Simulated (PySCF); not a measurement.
C$_{2}$H$_{10}$OSi, SMILES `CC.[SiH3]O`.

Level of theory: HF/6-31+G* (PySCF), at a geometry from GFN2-xTB.

Coordinates in Å:

```
C1       2.1741   -0.3949    0.6580
C2       2.3548    0.5368   -0.5322
H3       1.3181   -0.0921    1.2577
H4       2.0249   -1.4222    0.3286
H5       3.0571   -0.3737    1.2929
H6       3.2052    0.2254   -1.1347
H7       2.5314    1.5548   -0.1932
H8       1.4704    0.5406   -1.1658
Si9     -1.8243    0.3498    0.1963
O10     -1.1204   -0.8940   -0.5743
H11     -1.2281    1.6181   -0.2298
H12     -3.2096    0.2127   -0.2208
H13     -1.6513    0.2140    1.6450
H14     -0.1878   -1.0742   -0.4881
```

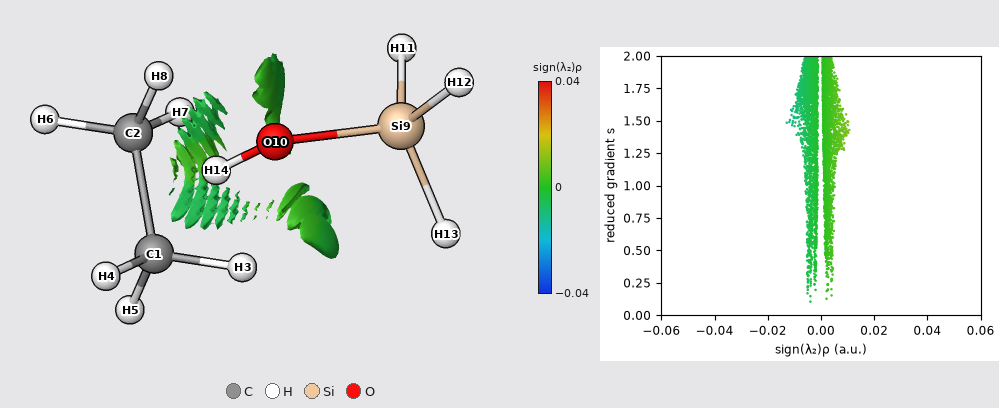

Non-covalent interaction surfaces between the fragments (reduced density gradient s = 0.5, coloured by sign(λ₂)ρ in a.u.; trimmed to the region between the fragments where ρ is under 0.06 a.u.). Fragment A: H6C2 (atoms 1–8); fragment B: SiH4O. The plot gives s against sign(λ₂)ρ for grid points between the fragments.

Question: Which interactions hold the two fragments together?

Answer: Bond critical points between the fragments: C1···H14, O–H···C contact, 2.71 Å, ρ = 0.005 a.u.; H8···H14, H···H contact, 2.41 Å, ρ = 0.004 a.u., a bond path close to vanishing (ellipticity 1.8). All are weak and appear green (van der Waals range). Several contacts close a ring, whose ring point adds a part with positive λ₂ between them. The pose is a local one from a semi-empirical search, not shown to be the most stable.

Question: How strongly are they bound?

Answer: The counterpoise-corrected interaction energy of the frozen fragments is +0.8 kcal/mol without dispersion correction and −2.4 kcal/mol with D3(BJ). The pair geometry is semi-empirical, not a minimum at this level.

Run time: 2.2 s on 1 thread of Intel(R) Xeon(R) Platinum 8375C CPU @ 2.90GHz (Ice Lake), with other jobs on the host, peak memory 0.19 GiB.
